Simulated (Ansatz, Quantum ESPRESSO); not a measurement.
# K3HO (Pm-3m): phonons by linear response, part 4 of 4

How does K3HO (Pm-3m) vibrate, and is this structure a minimum?

Quantum ESPRESSO 7.5; DFT LDA, scalar-relativistic, plane waves, PseudoDojo norm-conserving pseudopotentials.

So far, lowest frequency on the path (cm⁻¹): step 7 (dispersion) -169; step 13 (without ASR) -169; step 14 (amass(1) 2.016, amass(2) 15.999, amass(3) 39.098) -136.

The structure was built from a prototype and need not be the compound's stable phase.

**15. Cross-check with Ansatz**

A second program on the same cell, potentials, cutoff and meshes tests the implementation of the phonon response, not its convergence. Its field response is summed in its own way. Its k mesh is centred on Γ.

This step: DFT LDA, scalar-relativistic, plane waves, PseudoDojo norm-conserving pseudopotentials (Ansatz 0.2.0).

Input file input.yaml:

```yaml
crystal:
  lattice:
    - [5.0075083938, 0.0, 0.0]
    - [0.0, 5.0075083938, 0.0]
    - [0.0, 0.0, 5.0075083938]
  atoms:
    - { symbol: H, position: [0.0, 0.0, 0.0] }
    - { symbol: O, position: [0.5, 0.5, 0.5] }
    - { symbol: K, position: [0.5, 0.5, 0.0] }
    - { symbol: K, position: [0.5, 0.0, 0.5] }
    - { symbol: K, position: [0.0, 0.5, 0.5] }
kpoints:
  mp_grid: { grid: [4, 4, 4] }
hamiltonian:
  xc: lda
  pseudopotentials: { kind: nc, accuracy: standard }
scf:
  occupations: { method: fixed }
output:
  eigenvalues: true
basis:
  ecutwfc: 1142.878
phonons:
  method: dfpt
  dielectric: true
  rigid_motions: translations
  qmesh: [2, 2, 2]
  temperatures: { t_max: 1000, t_step: 50 }
  qpath:
    path:
      - [[0.0, 0.0, 0.0], [0.0, 0.5, 0.0], [0.5, 0.5, 0.0], [0.0, 0.0, 0.0], [0.5, 0.5, 0.5], [0.0, 0.5, 0.0]]
      - [[0.5, 0.5, 0.5], [0.5, 0.5, 0.0]]
    npoints: 12
```

Command:

```bash
$ ansatz run input.yaml --threads 4 --pin off --max-ram 8192MiB --backend cpu --events-out ev --progress --plain --runs-dir out
```

What it wrote:

```text
Warning: basis.ecutwfc = 1142.878 eV is below the records' recommended 1142.878222 eV, and the density's cutoff is lower with it unless basis.ecutrho_ratio is high enough to keep the records' density cutoff: compare with a run at a higher cutoff
Engine: ansatz 0.2.0, x86_64-unknown-linux-gnu
Pseudopotentials: kind: nc
Pseudopotential: H, nc, valence charge 1, recommended cutoff 1006.821291 eV (normal), H.nc.azcp (PseudoDojo's, or run here from an input of PseudoDojo's; its table is named by hamiltonian.pseudopotentials.accuracy)
Pseudopotential: O, nc, valence charge 6, recommended cutoff 1142.878222 eV (normal), O.nc.azcp (PseudoDojo's, or run here from an input of PseudoDojo's; its table is named by hamiltonian.pseudopotentials.accuracy)
Pseudopotential: K, nc, valence charge 9, recommended cutoff 979.609905 eV (normal), K.nc.azcp (PseudoDojo's, or run here from an input of PseudoDojo's; its table is named by hamiltonian.pseudopotentials.accuracy)
Functional definition: SPW92
  exchange = slater_x
  correlation = pw_c
Crystal: 5 atoms, lattice volume = 125.564 Å³
Basis set: ecut = 1142.878 eV, 11067 PW (Γ), exchange–correlation on 120×120×120 points (8 copies of the dense FFT grid, shifted against one another)
Bands: 22, of which v1, the nominal top of the filled ones, is band 17 counted from 1 (16 counted from 0)
Symmetry: 48 space group operations
k-points: 30 of 64 (irreducible under 2 space group operations, time reversal used)
Non-local potential: H, projectors of the file, l = 0: 2, l = 1: 1
Non-local potential: O, projectors of the file, l = 0: 2, l = 1: 2, l = 2: 1
Non-local potential: K, projectors of the file, l = 0: 2, l = 1: 2, l = 2: 2
Initial density: superposition of atomic densities (chi_scale 0.1, normalization cell), built separately for each of the 2 bonded fragments (scf.initial_density.interfragment_charge_transfer: auto; true builds it for the cell as a whole; a typed value also counts as a typed key of the start: scf.initial_density.chi_scale says what that changes, if anything)
Initial wavefunctions: pseudopotential atomic-orbital guess
Functional: x = slater, c = lda
SCF iter   1: F=—  HF=-2910.129738 eV  |F-HF|=—  |Δ(HF+E_count)|=         —  Δρ=8.16e-2  dr2=7.76e0  ethr=3.10e-3  ⟨swp⟩=6.4  Hψ=3197  notcnv=0  defer=66
preconditioner: auto → Resta (q_TF=auto, 2.194 Å⁻¹)  ε∞=2.6  [insulator: Δε(μ)=0.169 eV  Ē_g=13.820 eV  n_scr=26 (ndim 8)  ℏωp=17.5 eV  f_vac=0.000  ε∞_Penn≈2.6]
SCF iter   2: F=—  HF=-2909.277684 eV  |F-HF|=—  |Δ(HF+E_count)|=   8.52e-1  Δρ=4.85e-2  dr2=3.21e0  ethr=3.10e-3  ⟨swp⟩=4.6  Hψ=2092  notcnv=0  defer=77
SCF iter   3: F=—  HF=-2908.593960 eV  |F-HF|=—  |Δ(HF+E_count)|=   6.84e-1  Δρ=1.01e-2  dr2=2.69e-1  ethr=3.10e-3  ⟨swp⟩=2.6  Hψ=1415  notcnv=0  defer=70
SCF iter   4: F=—  HF=-2908.560949 eV  |F-HF|=—  |Δ(HF+E_count)|=   3.30e-2  Δρ=6.95e-3  dr2=6.86e-2  ethr=7.92e-4  ⟨swp⟩=4.1  Hψ=1391  notcnv=0  defer=83
SCF iter   5: F=—  HF=-2908.551430 eV  |F-HF|=—  |Δ(HF+E_count)|=   9.52e-3  Δρ=8.91e-4  dr2=9.37e-4  ethr=2.02e-4  ⟨swp⟩=2.0  Hψ=1024  notcnv=0  defer=83
SCF iter   6: F=—  HF=-2908.552239 eV  |F-HF|=—  |Δ(HF+E_count)|=   8.09e-4  Δρ=2.29e-4  dr2=7.71e-5  ethr=2.75e-6  ⟨swp⟩=3.2  Hψ=1444  notcnv=0  defer=84
SCF iter   7: F=—  HF=-2908.552252 eV  |F-HF|=—  |Δ(HF+E_count)|=   1.26e-5  Δρ=7.61e-5  dr2=5.29e-6  ethr=2.27e-7  ⟨swp⟩=2.2  Hψ=1057  notcnv=0  defer=83
SCF iter   8: F=—  HF=-2908.552258 eV  |F-HF|=—  |Δ(HF+E_count)|=   6.43e-6  Δρ=1.78e-5  dr2=2.85e-7  ethr=1.55e-8  ⟨swp⟩=2.4  Hψ=1126  notcnv=0  defer=79
SCF iter   9: F=—  HF=-2908.552172 eV  |F-HF|=—  |Δ(HF+E_count)|=   8.63e-5  Δρ=1.61e-6  dr2=2.68e-9  ethr=8.38e-10  ⟨swp⟩=2.0  Hψ=1054  notcnv=0  defer=76
SCF iter  10: F=—  HF=-2908.552172 eV  |F-HF|=—  |Δ(HF+E_count)|=   3.66e-9  Δρ=2.38e-7  dr2=1.07e-10  ethr=7.88e-12  ⟨swp⟩=3.0  Hψ=1208  notcnv=0  defer=76
SCF iter  11: F=-2908.552172 eV  HF=-2908.552172 eV  |F-HF|=1.36e-12  |Δ(HF+E_count)|=  4.23e-11  Δρ=5.05e-8  dr2=3.25e-12  ethr=1.00e-12  ⟨swp⟩=22.9  Hψ=7136  notcnv=0
SCF 1 converged in 11 iterations: F = -2908.552172 eV  dr2 = 3.25e-12
DFPT response loops at Γ: preconditioner auto → Resta (q_TF=auto, 2.194 Å⁻¹)  ε∞=6.3 (no band partly filled); β = 1.00, the filter's whole step (`scf.mixing.beta` (0.50) is not read by the response loops at its default; to damp them type it under 1.00, their step now; it binds the ground state too); Broyden in place of MSR1
── the response to a field inside a basis, on 6×6×6 k-points: an SCF that follows is theirs, and a resumed run solves both again ──
Bands: 18, of which v1, the nominal top of the filled ones, is band 17 counted from 1 (16 counted from 0)
k-points: 10 of 216
Initial density: handed on by an earlier stage of this run
Initial wavefunctions: pseudopotential atomic-orbital guess (no wavefunctions were taken with the density)
Eigensolver: Dense (10 Hₖ)
SCF iter   1: F=—  HF=-2908.546441 eV  |F-HF|=—  |Δ(HF+E_count)|=         —  Δρ=1.00e-4  dr2=8.09e-6  ethr=1.00e-1
preconditioner: auto → Resta (q_TF=auto, 2.194 Å⁻¹)  ε∞=3.1  [insulator: Δε(μ)=1.829 eV  Ē_g=12.246 eV  n_scr=26 (ndim 8)  ℏωp=17.5 eV  f_vac=0.066  ε∞_Penn≈3.1]
SCF iter   2: F=—  HF=-2908.546441 eV  |F-HF|=—  |Δ(HF+E_count)|=   5.62e-7  Δρ=6.53e-5  dr2=2.45e-6  ethr=2.38e-8
SCF iter   3: F=—  HF=-2908.546440 eV  |F-HF|=—  |Δ(HF+E_count)|=   3.26e-7  Δρ=3.10e-5  dr2=4.03e-7  ethr=7.20e-9
SCF iter   4: F=-2908.546440 eV  HF=-2908.546440 eV  |F-HF|=1.06e-10  |Δ(HF+E_count)|=   3.98e-8  Δρ=3.47e-6  dr2=1.66e-8  ethr=1.19e-9
SCF 1 converged in 4 iterations: F = -2908.546440 eV  dr2 = 1.66e-8
DFPT response loops at Γ: preconditioner auto → Resta (q_TF=auto, 2.194 Å⁻¹)  ε∞=5.7 (no band partly filled); β = 1.00, the filter's whole step (`scf.mixing.beta` (0.50) is not read by the response loops at its default; to damp them type it under 1.00, their step now; it binds the ground state too); Broyden in place of MSR1
WARN: field response: ε∞ stands inside a basis, on 6×6×6 points; the force constants stand on the 4×4×4 k-mesh, whose period is 13.91 times the interband length at k = (0.0000, 0.0000, -0.5000), direct gap 1.639 eV, under 14: take them and everything formed from them as unconverged, and compare with a denser kpoints.mp_grid
NSCF: frozen V_eff on 10 k-points
NSCF: frozen V_eff on 54 k-points
DFPT response loops at q = (0, 0, -0.5) (fractional): preconditioner auto → Resta (q_TF=auto, 2.194 Å⁻¹)  ε∞=6.3 (no band partly filled); β = 1.00, the filter's whole step (`scf.mixing.beta` (0.50) is not read by the response loops at its default; to damp them type it under 1.00, their step now; it binds the ground state too); Broyden in place of MSR1
NSCF: frozen V_eff on 54 k-points
DFPT response loops at q = (0, -0.5, -0.5) (fractional): mixed as the last ones told, above
NSCF: frozen V_eff on 54 k-points
DFPT response loops at q = (-0.5, -0.5, -0.5) (fractional): mixed as the last ones told, above
SCF converged after 11 iterations
Free energy (F): -2908.552172 eV
Harris-Foulkes:  -2908.552172 eV  (|F-HF|=1.36e-12)
Internal energy: -2908.552172 eV  (E = F + TS)
E sigma→0 (E₀):  -2908.552172 eV
Fermi energy:    3.318267 eV
--- Per-component energies (eV) ---
  E_band       = -338.498687
  E_kinetic    = 1154.828460
  E_local      = -2963.904468  (includes V_loc(G=0)·N_el)
  E_nonlocal   = 277.329939
  E_hartree    = 906.704957
  E_xc         = -630.451468
  E_vxc        = -620.162586  (∫ρ·V_xc dr)
  E_ewald      = -1653.059592
  E_smearing   = -0.000000  (= −TS)
  E_closure    = -0.000000  (closes the sum)
  Σ components = -2908.552172   (vs F -2908.552172, Δ=0.00e0)
--- Band table (eV; the first three rows and the last of 30) ---
  k-point 0: bands = [... 13 lower, 1.0381, 3.3183, 3.3183, 3.3183, 6.7200, 6.7605, 6.7605, 8.0221, ... 1 higher]
  k-point 1: bands = [... 13 lower, 1.2715, 2.8587, 3.2591, 3.2591, 5.6684, 7.1677, 7.2317, 7.8576, ... 1 higher]
  k-point 2: bands = [... 13 lower, 1.5278, 2.4877, 3.2032, 3.2032, 4.8421, 7.7110, 7.7110, 7.7949, ... 1 higher]
  k-point 29: bands = [... 13 lower, 1.8134, 2.0606, 2.0606, 2.0606, 7.1205, 7.1205, 7.1205, 8.0545, ... 1 higher]
--- Phonons (Γ-DFPT): 4 representative perturbations + reference, on 30 of 64 k-points (Σ response iterations 14) ---
  k mesh reduced under 2 symmetry operations, with k and −k counted as one. Each operation leaves every solved perturbation unchanged. A smaller set is not considered because the run solves the response to a homogeneous field
  ASR residual: 1.004e-4 → 0.000e0 eV/Å²; symmetrization residual: 1.236e-6 eV/Å²
  ASR residual per site (eV/Å²): 4.61e-5 1.00e-4 3.61e-5 3.61e-5 3.61e-5
  Γ frequencies (cm⁻¹): -168.55 -168.55 -168.55 -32.35 -32.35 -32.35 0.00 0.00 0.00 203.85 203.85 203.85 290.36 290.36 290.36
  ε∞ (high-frequency dielectric tensor):
        3.055966     0.000000     0.000000
        0.000000     3.055966     0.000000
        0.000000     0.000000     3.055966
  softest optical mode at Γ: -168.55 cm⁻¹; the repairs (sum rule, projections) moved no ω² at Γ by more than (4.18 cm⁻¹)²
  Born effective charges Z* (e; rows j = field, columns β = displacement):
    site 0:
        -1.08228   -0.00000    0.00000
         0.00000   -1.08228    0.00000
         0.00000    0.00000   -1.08228
    site 1:
        -2.26688   -0.00000    0.00000
         0.00000   -2.26688    0.00000
         0.00000    0.00000   -2.26688
    site 2:
         1.04875   -0.00000    0.00000
         0.00000    1.04875    0.00000
         0.00000    0.00000    1.25166
    site 3:
         1.04875    0.00000    0.00000
         0.00000    1.25166    0.00000
         0.00000    0.00000    1.04875
    site 4:
         1.25166   -0.00000    0.00000
        -0.00000    1.04875    0.00000
         0.00000    0.00000    1.04875
  Z* charge neutrality: 3.218e-3 e pre-enforcement
  solved inside a basis spanned on kpoints, on 6×6×6 k-points, its susceptibility summed on 8×8×8: ε∞ is read to err by 8.3e-3, Z* by 1.5e-2 e (field_mesh: kpoints solves on kpoints); Z* is corrected for what the basis lacks
  optical modes at Γ without the LO–TO term, one row a degenerate level:
      ω (cm⁻¹)  modes    IR ((D/Å)²/amu)
       -168.55      3            79.3281
        -32.35      3             0.0000
        203.85      3            16.3549
        290.36      3            13.6422
  optical modes at Γ + LO–TO along q̂ = [1.0000, 0.0000, 0.0000]:
      ω (cm⁻¹)  modes    IR ((D/Å)²/amu)
       -168.55      2            52.8854
        -32.35      3             0.0000
        147.39      1             1.2671
        203.85      2            10.9032
        262.23      1             1.1167
        290.36      2             9.0948
        457.74      1            34.0579
  optical modes at Γ + LO–TO along q̂ = [0.0000, 1.0000, 0.0000]:
      ω (cm⁻¹)  modes    IR ((D/Å)²/amu)
       -168.55      2            52.8854
        -32.35      3             0.0000
        147.39      1             1.2671
        203.85      2            10.9032
        262.23      1             1.1167
        290.36      2             9.0948
        457.74      1            34.0579
  optical modes at Γ + LO–TO along q̂ = [0.0000, 0.0000, 1.0000]:
      ω (cm⁻¹)  modes    IR ((D/Å)²/amu)
       -168.55      2            52.8854
        -32.35      3             0.0000
        147.39      1             1.2671
        203.85      2            10.9032
        262.23      1             1.1167
        290.36      2             9.0948
        457.74      1            34.0579
--- Phonons (arbitrary-q DFPT): 4 irreducible q on the 2×2×2 mesh ---
  q = [0.0000, 0.0000, 0.0000] (star 1, of the zone-centre solve; hermiticity 2.33e-7, symmetrization 2.33e-7): -168.55 -168.55 -168.55 -32.35 -32.35 -32.35 -0.00 -0.00 0.00 203.85 203.85 203.85 290.36 290.36 290.36
  q = [0.0000, 0.0000, -0.5000] (star 3, 9 solved perturbations in 216 linear systems a pass and spin channel, the states on 27 of 64 k-point pairs; hermiticity 2.22e-7, symmetrization 1.25e-12): -118.84 -118.84 -27.39 -27.39 17.77 97.22 118.13 118.13 124.16 124.16 184.54 291.00 291.00 353.91 441.61
  q = [0.0000, -0.5000, -0.5000] (star 3, 9 solved perturbations in 216 linear systems a pass and spin channel, the states on 27 of 64 k-point pairs; hermiticity 3.07e-7, symmetrization 1.40e-13): -103.46 -103.46 -64.67 -36.31 36.07 36.07 113.13 113.85 172.69 221.53 221.53 239.39 293.20 396.23 396.23
  q = [-0.5000, -0.5000, -0.5000] (star 1, 4 solved perturbations in 81 linear systems a pass and spin channel, the states on 27 of 64 k-point pairs; hermiticity 1.71e-7, symmetrization 4.12e-13): -118.29 -118.29 -118.29 -65.08 -65.08 -65.08 172.22 172.22 252.27 276.67 276.67 276.67 338.57 338.57 338.57
  sum rule: each row above includes the acoustic sum rule's correction from the zone centre's row sums; it moved no ω² by more than (3.53 cm⁻¹)²
  mesh force constants: q→R imaginary residual 4.31e-18; ASR residual 1.004e-4 → 0.000e0 eV/Å²; symmetrization residual 2.887e-15 eV/Å²
  interpolated dispersion: 75 rows × 15 modes
  density of states and harmonic sums: on the 12×12×12 q-mesh, interpolated from the force constants of a 2×2×2 supercell (with the dipole–dipole term)
  largest difference from the sums on the solved wave vectors: F 8.88e-2 eV, S 9.71e-5 and C_V 3.46e-5 eV/K
  zero-point energy: 0.137193 eV/cell   skipped modes (ω ≤ 0): 423, of them read as no rigid motion or as one in doubt: 420 (4.972e0 modes/cell left out, lowest -168.55 cm⁻¹)   left out of the sums: 3.32e-1 of the cell's modes: C_V's classical limit lies that fraction below 3 k_B per atom; for a crystal, a wire or a layer, F and S can be off by more, and a phonons.interpolated_qmesh denser along its periods is the remedy for the sampling
```

Run time: 2.6 min. Hardware: 4 threads of Intel Xeon Platinum 8488C (Sapphire Rapids), shared host; peak memory 1.9 GiB.

This step gave:

```yaml
sum_rule_residual_before_enforcement: 1.00e-4 eV/Å²
miss_of_the_charge_sum_rule: 0.003218 e
estimated_error_of_the_dielectric_tensor: 0.008326
estimated_error_of_the_born_charges: 0.01512 e
lowest_frequency_on_the_path: -168.6 cm⁻¹
share_of_modes_beyond_3i_cm_minus1_on_the_dense_interpolated_mesh: 0.3294
highest_optical_zone_centre_mode_no_lo_to_term: 290.4 cm⁻¹
lowest_optical_zone_centre_mode: -168.6 cm⁻¹
mean_high_frequency_dielectric_constant: 3.056
largest_born_charge_in_size_third_of_the_trace: 2.267 e
highest_mode_moved_by_the_lo_to_term: 457.7 cm⁻¹
lowest_mode_on_the_q_mesh_acoustic_ones_at_the_zone_centre_apart: -168.6 cm⁻¹
```

Transverse modes; imaginary modes left out. Infrared lines, with heights relative to the strongest:

```
position (cm⁻¹)  label  IR intensity ((D/Å)²/amu), degenerate modes summed, relative
            204    T1u                                                           100
            290    T1u                                                            83
```

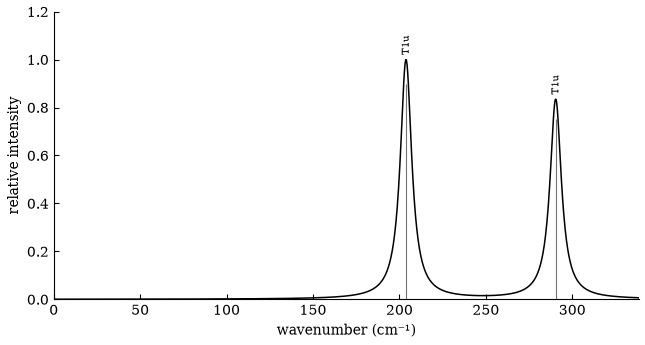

The infrared spectrum, broadened with Lorentzians of width 8 cm⁻¹; bars mark the lines.

The log warns that the force constants on this k mesh are to be taken as unconverged.

**16. The two compared: QE PseudoDojo and Ansatz, PseudoDojo**

Worked out from the results:

| Property | Result |
| --- | --- |
| root-mean-square difference | 0.08 cm⁻¹ |
| largest difference | 0.29 cm⁻¹ |
| root-mean-square difference on the path | 0.5 cm⁻¹ |
| largest difference on the path | 4.5 cm⁻¹ |

The 12 of 57 modes that differ most. Frequencies side by side:

```
q (reciprocal lattice)  mode  QE PseudoDojo (cm⁻¹)  Ansatz, PseudoDojo (cm⁻¹)
                 0 0 0     1                -168.7                     -168.6
                 0 0 0     2                -168.7                     -168.6
                 0 0 0     3                -168.7                     -168.6
                 0 0 0    13                 290.3                      290.4
              0 0 -0.5     1                -118.9                     -118.8
              0 0 -0.5     2                -118.9                     -118.8
              0 0 -0.5     3                -27.64                     -27.39
              0 0 -0.5     4                -27.64                     -27.39
           0 -0.5 -0.5     4                 -36.6                     -36.31
        -0.5 -0.5 -0.5     1                -118.4                     -118.3
        -0.5 -0.5 -0.5     2                -118.4                     -118.3
        -0.5 -0.5 -0.5     3                -118.4                     -118.3
```

The two runs side by side. Further quantities:

```
                                                                               quantity  QE PseudoDojo  Ansatz, PseudoDojo
                                                                                mean ε∞          3.117               3.056
largest Born charge in size (e; the first before, the second after the charge sum rule)           2.28               2.267
```

At the solved wavevectors the largest difference (acoustic modes at Γ apart) is 0.07 % of the highest mode (on the interpolated path 1 %).

**17. Results**

```json
{
 "space group after relaxation": "Pm-3m",
 "volume per atom": "25.1 Å³",
 "gap on the k-mesh": "1.52 eV",
 "highest optical zone-centre mode (no LO-TO term)": "290.3 cm⁻¹",
 "lowest optical zone-centre mode": "-168.9 cm⁻¹",
 "highest mode moved by the LO-TO term": "453.2 cm⁻¹",
 "mean high-frequency dielectric constant": "3.12",
 "largest Born charge in size (third of the trace)": "2.28 e",
 "q mesh": "2×2×2",
 "lowest mode on the q mesh (acoustic ones at the zone centre apart)": "-168.7 cm⁻¹",
 "imaginary modes on the q mesh": "yes",
 "largest difference from Ansatz, PseudoDojo": "0.29 cm⁻¹"
}
```

In words: K3HO (Pm-3m) is unstable: a mode solved on the 2×2×2 mesh is imaginary, 169i cm⁻¹; its spectrum reaches 453 cm⁻¹. At the LDA level the optical modes of K3HO (Pm-3m) at the zone centre (no LO-TO term) run from 169i to 290 cm⁻¹, so the structure is a saddle point, with 6 modes beyond 10i cm⁻¹ there. Along the directions run, the highest mode that the macroscopic field moves lies at 453 cm⁻¹. The most unstable solved mode lies at the zone centre, but modes at other wavevectors are imaginary too, so the distortion may enlarge the cell. Of the 12 optical modes, 9 are infrared active alone and 3 are silent. QE PseudoDojo and Ansatz, PseudoDojo agree to 0.29 cm⁻¹ (0.07 % of the highest mode compared) on all solved modes but the acoustic ones at Γ, without the LO-TO term. Their interpolated bands part by up to 4 cm⁻¹. The highest LO mode, which hangs on the field response, is 453 against 458 cm⁻¹. These are harmonic frequencies at zero temperature: anharmonic shifts and linewidths and thermal expansion are left out. Ansatz's log warns that force constants on this k mesh are to be taken as unconverged, an error that the frequencies of both programs share. The structure is a hypothetical one, built on a prototype.

[Host names and launcher messages were left out of these logs when they were recorded.]

[Logs are printed without paths, hosts, clocks, repeated set-up lines and the standing remarks that a program may print on its own settings, such as how far it seeks lower states.]

[Hosts, paths, dates, database ids (printed as entryN), source tags and the programs' standing remarks are cut or masked in the printed files.]
